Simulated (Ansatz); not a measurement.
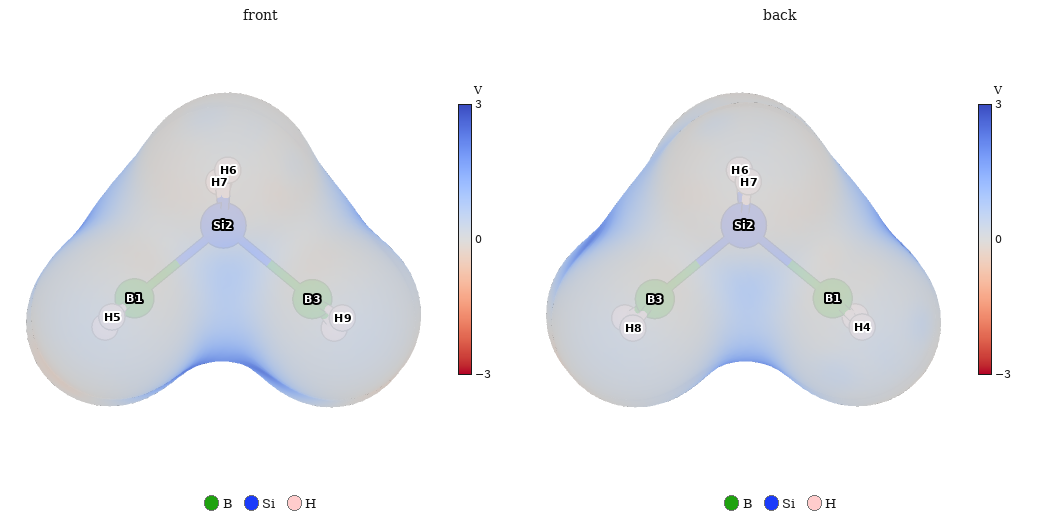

Figure. B2H6Si. The molecular electrostatic potential painted on the density surface at 0.002 e/bohr³, seen from the front and from behind; the colour scale runs from red (negative) to blue (positive).

Geometry: PBE0-D4/def2-TZVP.

Method: RKS PBE0-D4/def2-TZVPP in Ansatz 0.2.0.

Input file:

```
crystal:
  periodic: [false, false, false]
  atoms:
    - {symbol: B, position_ang: [-0.980835, 0.471313, -1.175893]}
    - {symbol: Si, position_ang: [0.683947, 0.502563, -0.052620]}
    - {symbol: B, position_ang: [0.308783, -1.001149, 1.224984]}
    - {symbol: H, position_ang: [-1.054953, -0.228260, -2.142060]}
    - {symbol: H, position_ang: [-1.945659, 1.102578, -0.861426]}
    - {symbol: H, position_ang: [0.843599, 1.802600, 0.658905]}
    - {symbol: H, position_ang: [1.901181, 0.235107, -0.870624]}
    - {symbol: H, position_ang: [0.606705, -2.125899, 0.951953]}
    - {symbol: H, position_ang: [-0.274368, -0.805153, 2.249580]}
basis:
  gaussian: {orbitals: def2-TZVPP}
hamiltonian: {xc: pbe0, dispersion: d4}
output: {orbitals: {seedname: orbitals}}
```

Run with:

```sh
ansatz run in.yaml --threads 2 --pin off --events-out ev --progress --plain --max-ram 4352MiB
```

> Describe the electrostatic potential map.

The most negative region (about −0.2 V) lies over H4, the most positive (about +2.1 V) over B1 and B3.
